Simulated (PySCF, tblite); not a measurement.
# CH13BOSi5: geometry, infrared bands and NMR shifts

What infrared bands and NMR shifts should CH13BOSi5 (`[SiH3]C[Si@@H]1B[SiH2]O[SiH2][SiH2]1`) show?

The runs use tblite 0.8.0 and PySCF 2.14.0, with density-fitted response routines of our own; the level of theory stands in each step. All values are computed, except where a source is named. Atoms count from 0, in the outputs and in this text.

## (1) The starting structure

21 atoms, charge 0, multiplicity 1; geometry from: force field or distance geometry start.

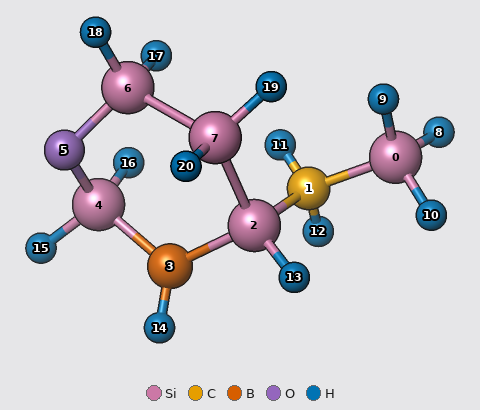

The starting geometry (silicon pink, carbon amber, boron orange, oxygen purple, hydrogen blue), atoms numbered.

## (2) Geometry optimisation with GFN2-xTB

What the job is given:

```
{"job": {"kind": "relax", "xc": "GFN2-xTB", "basis": "xTB"}, "charge": 0, "multiplicity": 1}
Si     3.131200     0.221700    -0.481900
C      1.567600    -0.804400    -0.360900
Si     0.527900    -0.219700     1.077600
B     -0.965900    -1.434900     1.276000
Si    -2.374000    -1.425700    -0.052800
O     -3.162500     0.114200    -0.104600
Si    -2.076200     1.238200    -0.853400
Si    -0.409100     1.744600     0.563300
H      3.969500    -0.303500    -1.564700
H      2.767100     1.619500    -0.772300
H      3.861000     0.158300     0.785500
H      0.991100    -0.737800    -1.293800
H      1.852500    -1.865400    -0.167800
H      1.322800    -0.138800     2.302700
H     -1.076700    -2.088400     2.263000
H     -3.368800    -2.444500     0.313100
H     -1.812000    -1.768700    -1.373200
H     -1.524200     0.678500    -2.097400
H     -2.811100     2.470400    -1.166300
H      0.560100     2.644600    -0.069100
H     -0.979200     2.358700     1.776400
```

On the command line:

```console
OMP_NUM_THREADS=1 python probes_run.py task.json out
```

The driver reads the jobs from task.json and runs them one after another.

**Question.** This job is followed by: GFN2-xTB harmonic vibrations, gas phase; GIAO PBE0/pcSseg-1 NMR shielding, non-relativistic, gas phase. What will the session give for the following? strongest single infrared mode (GFN2-xTB); zero-point energy (GFN2-xTB); 13C shifts against TMS (PBE0/pcSseg-1); 1H shifts against TMS (PBE0/pcSseg-1, means over atoms taken as alike); 29Si shifts against TMS (PBE0/pcSseg-1); 11B shifts against BF3·OEt2 (PBE0/pcSseg-1); 17O shifts against H2O (PBE0/pcSseg-1).

As calculated:

| quantity | value |
| --- | --- |
| strongest single infrared mode (GFN2-xTB) | 2175 cm⁻¹, 698 km/mol |
| zero-point energy (GFN2-xTB) | 78.0 kcal/mol |
| 13C shifts against TMS (PBE0/pcSseg-1) | -12.4 ppm |
| 1H shifts against TMS (PBE0/pcSseg-1, means over atoms taken as alike) | 13.22, 5.87, 5.63, 5.57, 5.51, 4.94, 4.14, 3.97, 3.62, 0.36, 0.29 ppm |
| 29Si shifts against TMS (PBE0/pcSseg-1) | -32.6, -33.0, -53.2, -72.2, -96.4 ppm |
| 11B shifts against BF3·OEt2 (PBE0/pcSseg-1) | 134.2 ppm |
| 17O shifts against H2O (PBE0/pcSseg-1) | 10.6 ppm |

**Reading.** The optimisation took 137 steps and gained 1.157 eV; among the close pairs (by a distance rule), Si2–Si7 changed most, from 2.236 to 2.382 Å. All 57 modes are real, so the xTB geometry is a minimum. Unscaled tight-binding wavenumbers are off by several per cent, some by more. Its intensities can rank the bands wrongly. At PBE0/pcSseg-1: The widest tensor belongs to B3: span 338 ppm, with a paramagnetic part of -239 ppm.
